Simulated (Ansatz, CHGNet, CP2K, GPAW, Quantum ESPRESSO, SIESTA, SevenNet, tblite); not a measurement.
**Running C(111) slab, H on the bottom face (80 atoms) with Quantum ESPRESSO**

Aim: run C(111) slab, H on the bottom face (80 atoms) in Quantum ESPRESSO and see how near its forces come to a plane-wave reference, and at what cost.

Method: the method is named at each step, in Quantum ESPRESSO 7.5.

## Step 1: Starting point

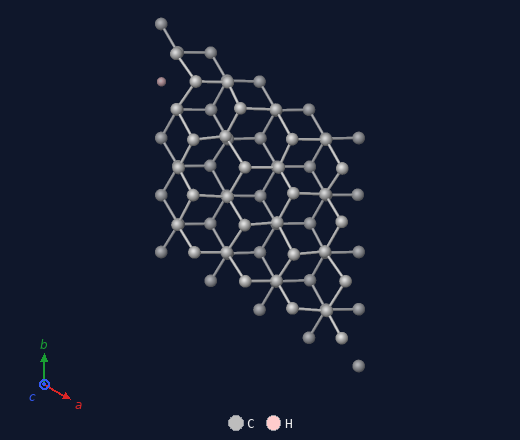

The starting structure, seen from above (carbon light grey, hydrogen pink). Bonds to atoms that aren't drawn are left out. Some periodic images of atoms are drawn too.

The cell holds 80 atoms: 64 C and 16 H. Cell: a = 10.089 Å, b = 10.089 Å, c = 15.664 Å, α = 90.0°, β = 90.0°, γ = 120.0°. It derives from C (diamond-structure). Diamond-structure C (a = 3.567 Å), (111) slab of 4 atomic planes, 4 x 4 surface cells, H on the broken bonds of the bottom face, 12 Å of vacuum; displaced by a Gaussian of 0.02 Å. Then every atom was moved at random, 0.05 Å r.m.s. a Cartesian component (hydrogen 0.6 of that). Regions: slab, 64 atoms (64 C); hydrogen, 16 atoms (16 H). Vacuum lies along c.

The yardstick, on the same geometry:

```
method                 : Kohn-Sham DFT, PBE, PAW, plane waves (Ansatz 0.2.0); cutoff 420 eV, Γ point, fermi-dirac smearing of 0.05 eV; PAW set soft_2
r.m.s. force component : 2.002 eV/Å
longest force          : 7.43 eV/Å
SCF cycles             : 17
time                   : 8.8 s on 6 threads of Intel Xeon at 2.30GHz, shared host
CPU time               : 39 s
```

## Step 2: PBE, sssp-1.3.0-efficiency, 45/360 Ry

Method: Kohn-Sham DFT, PBE, SSSP efficiency 1.3.0 pseudopotentials, plane waves.

Contents of pw.in:

```
&control
  calculation = 'scf'
  pseudo_dir = './pseudo'
  outdir = './tmp'
  disk_io = 'none'
  tprnfor = .true.
/
&system
  ibrav = 0
  nat = 80
  ntyp = 2
  ecutwfc = 45
  ecutrho = 360
  nosym = .true.
  occupations = 'smearing'
  smearing = 'fd'
  degauss = 0.003675
/
&electrons
  conv_thr = 4.0e-07
  electron_maxstep = 100
  mixing_beta = 0.2
  mixing_mode = 'local-TF'
  diagonalization = 'david'
/
ATOMIC_SPECIES
C 12.011 C.upf
H 1.008 H.upf
CELL_PARAMETERS angstrom
10.08900 0.00000 0.00000
-5.04450 8.73733 0.00000
0.00000 0.00000 15.66426
ATOMIC_POSITIONS crystal
C 0.33323 0.92012 0.48612
C 0.25078 0.00094 0.45298
C 0.17480 0.83696 0.62009
C 0.33752 0.91478 0.58576
C 0.33679 0.66547 0.48598
C 0.25229 0.75159 0.45481
C 0.16265 0.57567 0.61469
C 0.32500 0.67213 0.58573
C 0.58204 0.91361 0.48443
C 0.49789 0.99767 0.45205
C 0.40069 0.83242 0.61901
C 0.58047 0.91652 0.58506
C 0.33184 0.41501 0.48562
C 0.24836 0.50427 0.45172
C 0.16125 0.33219 0.61878
C 0.33640 0.41166 0.57728
C 0.58710 0.66940 0.48454
C 0.50254 0.75157 0.45360
C 0.42425 0.58512 0.61342
C 0.59524 0.67009 0.59063
C 0.83275 0.91547 0.48567
C 0.74804 0.99988 0.45220
C 0.66302 0.82844 0.61669
C 0.83465 0.91171 0.58053
C 0.33539 0.16275 0.48191
C 0.24885 0.25069 0.45184
C 0.16807 0.08427 0.61406
C 0.33166 0.16623 0.57646
C 0.58480 0.41763 0.48625
C 0.50213 0.49844 0.45178
C 0.42264 0.33124 0.61509
C 0.58757 0.42531 0.58156
C 0.83521 0.66955 0.48430
C 0.75256 0.75218 0.45311
C 0.66891 0.59430 0.61641
C 0.83036 0.67065 0.57598
C 0.08364 0.91899 0.48558
C 0.99993 0.00181 0.45263
C 0.91673 0.82670 0.61890
C 0.07633 0.90927 0.58587
C 0.58214 0.16349 0.48470
C 0.49967 0.25011 0.45178
C 0.42565 0.08624 0.62041
C 0.58445 0.16757 0.58047
C 0.83116 0.41397 0.48364
C 0.75309 0.50380 0.45207
C 0.67167 0.32712 0.61627
C 0.82813 0.41830 0.58524
C 0.08138 0.66677 0.48522
C 0.99532 0.75035 0.45496
C 0.91378 0.59099 0.61618
C 0.07835 0.66752 0.58876
C 0.83404 0.16632 0.48540
C 0.75304 0.25434 0.45120
C 0.66433 0.08705 0.61169
C 0.83894 0.16304 0.59140
[... 20 atom lines left out ...]
H 0.00143 0.74878 0.38255
H 0.75149 0.24909 0.38206
H 0.99611 0.49593 0.38326
H 0.00104 0.25007 0.38312
K_POINTS gamma
```

On the command line:

```console
$ OMP_NUM_THREADS=1 mpirun -np 4 pw.x -in pw.in > output.txt
```

Log:

```text
Program PWSCF
     gamma-point specific algorithms are used
     one sub-group per band group will be used
     scalapack distributed-memory algorithm (size of sub-group:  2*  2 procs)
     Parallelization info
     sticks:   dense  smooth     PW     G-vecs:    dense   smooth      PW
     Min        2254    1126    283               268710    95010   11877
     Max        2256    1128    284               268725    95028   11880
     Sum        9019    4507   1135              1074869   380077   47517
     bravais-lattice index     =            0
     lattice parameter (alat)  =      19.0654  a.u.
     unit-cell volume          =    9318.2283 (a.u.)^3
     number of atoms/cell      =           80
     number of atomic types    =            2
     number of electrons       =       272.00
     number of Kohn-Sham states=          163
     kinetic-energy cutoff     =      45.0000  Ry
     charge density cutoff     =     360.0000  Ry
     scf convergence threshold =      4.0E-07
     mixing beta               =       0.2000
     number of iterations used =            8  local-TF  mixing
     Exchange-correlation= PBE
                           (   1   4   3   4   0   0   0)
     crystal axes: (cart. coord. in units of alat)
               a(1) = (   1.000000   0.000000   0.000000 )
               a(2) = (  -0.500000   0.866025   0.000000 )
               a(3) = (   0.000000   0.000000   1.552608 )
     reciprocal axes: (cart. coord. in units 2 pi/alat)
               b(1) = (  1.000000  0.577350 -0.000000 )
               b(2) = (  0.000000  1.154701  0.000000 )
               b(3) = (  0.000000 -0.000000  0.644078 )
     PseudoPot. # 1 for C :
     Pseudo is Projector augmented-wave + core cor, Zval =  4.0
     PseudoPot. # 2 for H :
     Pseudo is Ultrasoft, Zval =  1.0
     atomic species   valence    mass     pseudopotential
     C                 4.00    12.01100     C ( 1.00)
     H                 1.00     1.00800     H ( 1.00)
     No symmetry found
   Cartesian axes
     number of k points=     1  Fermi-Dirac smearing, width (Ry)=  0.0037
                       cart. coord. in units 2pi/alat
        k(    1) = (   0.0000000   0.0000000   0.0000000), wk =   2.0000000
     Dense  grid:   537435 G-vectors     FFT dimensions: ( 120, 120, 180)
     Smooth grid:   190039 G-vectors     FFT dimensions: (  81,  81, 128)
     Check: negative core charge=   -0.000007
     Initial potential from superposition of free atoms
     starting charge     271.9972, renormalised to     272.0000
     negative rho (up, down):  1.436E-03 0.000E+00
     Starting wfcs are  272 randomized atomic wfcs
     Self-consistent Calculation
     iteration #  1     ecut=    45.00 Ry     beta= 0.20
     negative rho (up, down):  9.705E-06 0.000E+00
     total energy              =   -1196.94367169 Ry
     estimated scf accuracy    <       7.59766294 Ry
     iteration #  2     ecut=    45.00 Ry     beta= 0.20
     negative rho (up, down):  4.898E-07 0.000E+00
     total energy              =   -1196.63566889 Ry
     estimated scf accuracy    <       5.28125642 Ry
     iteration #  3     ecut=    45.00 Ry     beta= 0.20
     total energy              =   -1195.88633006 Ry
     estimated scf accuracy    <       3.92731882 Ry
     iteration #  4     ecut=    45.00 Ry     beta= 0.20
     total energy              =   -1195.47083447 Ry
     estimated scf accuracy    <       2.03070001 Ry
     iteration #  5     ecut=    45.00 Ry     beta= 0.20
     total energy              =   -1195.48857466 Ry
     estimated scf accuracy    <       0.80115888 Ry
     iteration #  6     ecut=    45.00 Ry     beta= 0.20
     total energy              =   -1195.49270552 Ry
     estimated scf accuracy    <       0.46680358 Ry
[...]
negative rho (up, down):  4.852E-05 0.000E+00
[...]
negative rho (up, down):  1.519E-04 0.000E+00
[...]
negative rho (up, down):  6.297E-05 0.000E+00
[...]
c_bands:  1 eigenvalues not converged
[...]
total energy              =   -1195.37210528 Ry
[...]
iteration # 33     ecut=    45.00 Ry     beta= 0.20
[...]
total energy              =   -1195.37210584 Ry
     estimated scf accuracy    <       0.00000176 Ry
     iteration # 34     ecut=    45.00 Ry     beta= 0.20
     negative rho (up, down):  2.238E-03 0.000E+00
     total energy              =   -1195.37210569 Ry
     estimated scf accuracy    <       0.00000099 Ry
     iteration # 35     ecut=    45.00 Ry     beta= 0.20
     negative rho (up, down):  1.986E-03 0.000E+00
     End of self-consistent calculation
          k = 0.0000 0.0000 0.0000 ( 23759 PWs)   bands (ev):
   -20.1459 -18.8836 -18.7057 -18.6155 -18.5697 -18.5617 -18.4944 -17.1395
   -16.1770 -16.1045 -15.9604 -15.8834 -15.7816 -15.6962 -15.6640 -15.6108
   -15.5036 -15.4361 -15.4120 -15.2969 -14.9543 -14.9149 -14.8924 -13.7691
   -13.5775 -13.5202 -13.2497 -13.1184 -12.9763 -12.9247 -12.8175 -12.6788
   -11.4311 -11.3176 -11.2188 -11.1193 -11.0393 -10.9655 -10.8671 -10.8110
   -10.7463 -10.6707 -10.6602 -10.5388 -10.5034  -9.9679  -9.8464  -9.7756
[...]
0.6152   0.6308   0.6676   0.6879   0.7137   0.7712   0.8235   0.8937
     3.1142   4.1693   4.1817   4.2406   4.2577   4.2767   4.2892   4.7165
     5.6087   5.8203   5.8510   5.9493   6.0755   6.1134   6.1671   6.2081
     6.2674   6.2888   6.3225
     the Fermi energy is     0.5853 ev
!    total energy              =   -1195.37210583 Ry
     estimated scf accuracy    <       0.00000039 Ry
     smearing contrib. (-TS)   =      -0.03438863 Ry
     internal energy E=F+TS    =   -1195.33771721 Ry
     The total energy is F=E-TS. E is the sum of the following terms:
     one-electron contribution =   -7481.17677470 Ry
     hartree contribution      =    3821.45856391 Ry
     xc contribution           =    -308.07459704 Ry
     ewald contribution        =    3166.97425032 Ry
     one-center paw contrib.   =    -394.51915970 Ry
     convergence has been achieved in  35 iterations
     negative rho (up, down):  1.986E-03 0.000E+00
     Forces acting on atoms (cartesian axes, Ry/au):
     atom    1 type  1   force =     0.04041303   -0.02354946   -0.06296752
     atom    2 type  1   force =    -0.00691908   -0.03223128    0.04991030
     atom    3 type  1   force =    -0.06186918   -0.05601942   -0.14531291
     atom    4 type  1   force =    -0.15346747    0.10779481    0.09554207
     atom    5 type  1   force =    -0.05826495    0.03810204   -0.05595257
     atom    6 type  1   force =    -0.03665518   -0.00261402   -0.00938388
[...]
atom   78 type  2   force =     0.00252464    0.00387946   -0.02671352
     atom   79 type  2   force =     0.00190785    0.01124436   -0.00813777
     atom   80 type  2   force =    -0.00293410   -0.00210176    0.00387175
     Total force =     1.207988     Total SCF correction =     0.001295
     Message from routine punch:
     Nothing written, as per user request (disk_io='none')
```

It took 2.7 min on 4 MPI ranks of Intel Xeon at 2.30GHz, shared host; peak memory 2.7 GiB; 10 min of CPU time.

Banners, paths, timers and routine set-up lines are dropped from the logs unmarked, and long logs keep their key lines alone; longer cuts are marked.

Numbers from this run, and their distance from the reference:

| Quantity | Value |
| --- | --- |
| r.m.s. force component | 2.005 eV/Å |
| r.m.s. difference of force components | 7.046 meV/Å |
| longest difference of force vectors | 24.2 meV/Å |
| force difference over r.m.s. force | 0.3519 % |
| slope of forces against the reference's | 1.001 |
| correlation of force components | 1 |

Length of the force difference by element (eV/Å):

```csv
element,atoms,mean,most
C,64,0.0089,0.024
H,16,0.017,0.021
```

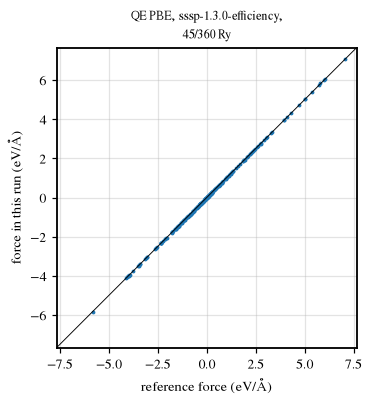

Force components against those of the reference; the line marks equality.

The surroundings of C16, which bears the longest force among the free atoms, nearest first, numbered as they follow in the input and with coordinates relative to it.

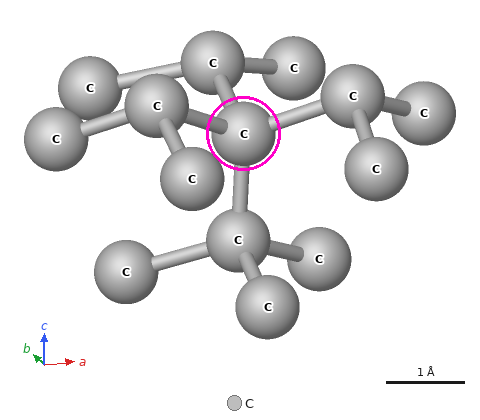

The atoms of the table, within 2.7 Å (arrows a, b, c point along x, y, z); some may hide others; the central atom is ringed.

```csv
atom,x,y,z,distance (Å),bonds,Fx,Fy,Fz (eV/Å)
C16,0.00,0.00,0.00,0.00,4,-1.20,1.93,7.09
C13,-0.06,0.03,-1.44,1.44,4,0.43,-0.01,-3.41
C31,1.28,-0.70,0.59,1.57,3,-1.31,0.16,-3.98
C19,0.01,1.52,0.57,1.62,3,-1.59,-1.29,-3.09
C15,-1.37,-0.69,0.65,1.66,3,3.07,-0.92,-3.06
C26,-0.07,-1.41,-1.96,2.42,4,1.18,-0.40,0.96
C30,1.23,0.76,-1.97,2.44,4,-1.04,0.78,3.04
C28,1.19,-2.14,-0.01,2.45,4,1.90,-0.43,5.41
C32,2.47,0.12,0.07,2.47,4,0.56,-1.75,6.08
C14,-1.36,0.81,-1.97,2.52,4,1.70,-1.19,2.63
C60,-2.52,0.02,0.10,2.52,4,-0.66,1.48,1.86
C64,-1.30,-2.18,0.04,2.54,4,-0.53,1.03,5.74
C20,1.31,2.26,0.21,2.62,4,-5.84,0.19,2.45
C8,-1.43,2.28,0.13,2.69,4,2.74,-2.06,3.96
```

Forces lie 0.35 % from the reference's, at 16 times its CPU time (on 4 against 6 cores).

## Step 3: PBE, gbrv-1.5, 40/200 Ry

Method: Kohn-Sham DFT, PBE, GBRV 1.5 ultrasoft pseudopotentials, plane waves.

The pseudopotential files are exchanged too: ./pseudo now holds the set gbrv-pbe-1.5.

Edit pw.in of step 2 so:

```diff
@@ -11,4 +11,4 @@
   ntyp = 2
-  ecutwfc = 45
-  ecutrho = 360
+  ecutwfc = 40
+  ecutrho = 200
   nosym = .true.
```

On the command line:

```console
$ OMP_NUM_THREADS=1 mpirun -np 2 pw.x -in pw.in > output.txt
```

Log:

```text
[banner, memory and clock lines left out]
Program PWSCF
     gamma-point specific algorithms are used
[... lines left out ...]
     number of k points=     1  Fermi-Dirac smearing, width (Ry)=  0.0037
[... lines left out ...]
     total energy              =    -751.91939606 Ry
[... lines left out ...]
     total energy              =    -751.62934567 Ry
[... lines left out ...]
     total energy              =    -750.88730040 Ry
[... lines left out ...]
     total energy              =    -750.36827757 Ry
[... lines left out ...]
     total energy              =    -750.36827829 Ry
[... lines left out ...]
     the Fermi energy is     0.5810 ev
!    total energy              =    -750.36827836 Ry
[... lines left out ...]
     The total energy is F=E-TS. E is the sum of the following terms:
     one-electron contribution =   -7494.41572600 Ry
     hartree contribution      =    3821.05663003 Ry
     xc contribution           =    -243.94901313 Ry
     ewald contribution        =    3166.97424499 Ry
     convergence has been achieved in  35 iterations
     negative rho (up, down):  1.039E-03 0.000E+00
     Forces acting on atoms (cartesian axes, Ry/au):
     atom    1 type  1   force =     0.04038426   -0.02353821   -0.06258616
     atom    2 type  1   force =    -0.00694815   -0.03233037    0.05631106
     atom    3 type  1   force =    -0.06206075   -0.05589895   -0.14555035
[...]
atom   79 type  2   force =     0.00186340    0.01098655   -0.01247161
     atom   80 type  2   force =    -0.00284906   -0.00214050    0.00003301
     Total force =     1.217533     Total SCF correction =     0.000729
     Message from routine punch:
     Nothing written, as per user request (disk_io='none')
```

The job ended after 3.6 min (2 MPI ranks; peak memory 1.2 GiB).

Against the reference:

```
r.m.s. force component                  : 2.021 eV/Å
r.m.s. difference of force components   : 54.47 meV/Å
longest difference of force vectors     : 209.5 meV/Å
force difference over r.m.s. force      : 2.72 %
slope of forces against the reference's : 1.009
correlation of force components         : 0.9997
```

Against the first run (0.35 %), the force difference from the reference is 2.7 %, at 0.68 times the CPU time (on 2 against 4 cores).

The difference per atom is largest on H (0.14 eV/Å on average, against 0.055 on C).

## Step 4: Side by side

Differences are against the plane-wave reference, forces as r.m.s. over components; share is that over the reference's r.m.s. force, slope the least-squares factor from reference forces to these. Total energies of different programs have different zeros and aren't compared.

```csv
run,"Δ force, r.m.s. (meV/Å)",share (%),slope,cores,CPU time,memory (GiB)
reference,-,-,-,6,39 s,1.3
"QE PBE, sssp-1.3.0-efficiency, 45/360 Ry",7.05,0.352,1.001,4,10 min,2.7
"QE PBE, gbrv-1.5, 40/200 Ry",54.5,2.72,1.009,2,7.1 min,1.2
```

CPU time is summed over cores on a shared host, where runs went side by side, so it is rough. Symmetry, cutoffs, thresholds, outputs and thread counts weren't matched or tuned between programs; memory under MPI is the largest rank's times the ranks.

## Step 5: Results

| Quantity | Value |
| --- | --- |
| nearest in forces | QE PBE, sssp-1.3.0-efficiency, 45/360 Ry, 0.35 % |
| its CPU time | 10 min |

What this shows: PBE on plane waves or a grid with other potentials, cutoffs or grids differs from the reference by 0.35 % (QE PBE, sssp-1.3.0-efficiency, 45/360 Ry) to 2.7 % (QE PBE, gbrv-1.5, 40/200 Ry) of the r.m.s. force; this holds the reference's own error, so differences of a few per cent don't tell which side is nearer the exact PBE result (QE's 45 Ry are 612 eV, against the reference's 420 eV). None of the electronic-structure runs in the table takes under half the reference's CPU time of 39 s; they take 11 to 16 times as much. The runs have no spin polarisation, so any moments at edges, vacancies or dangling bonds can't form. The electronic-structure runs sample only Γ, in a cell whose shortest periodic width is 9 Å, which is coarse for a cell with partly filled levels.

[Also dropped from logs without a mark: logging warnings of Python, and SIESTA's first energy breakdown and zero terms.]

[Logs are printed without paths, hosts, clocks, repeated set-up lines and the standing remarks that a program may print on its own settings, such as how far it seeks lower states.]

[Hosts, paths, dates, database ids (printed as entryN), source tags and the programs' standing remarks are cut or masked in the printed files.]
